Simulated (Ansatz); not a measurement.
The reference is BN in the wurtzite structure (space group P6_3mc, No. 186; a = 2.523 Å, c = 4.175 Å). Axes: x lies along a and z along c of the hexagonal cell.

It is then changed as follows: biaxial strain +0.60 %, plane normal [001], relaxed out of plane (Cartesian); in-plane vectors clamped, the third vector and the atoms free.

All numbers come from LDA (Ansatz, an electronic-structure program; PAW; 420 eV plane waves; scalar-relativistic without spin-orbit coupling).

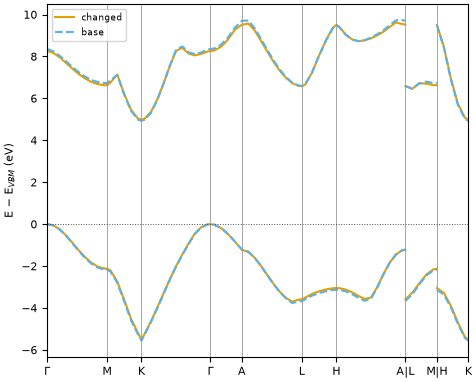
Figure. Highest valence and lowest conduction band along the path, each from its own valence-band maximum

The gap is 4.99 eV, indirect, Γ → K; the base has 4.93 eV.

Stability against distortions was not tested.
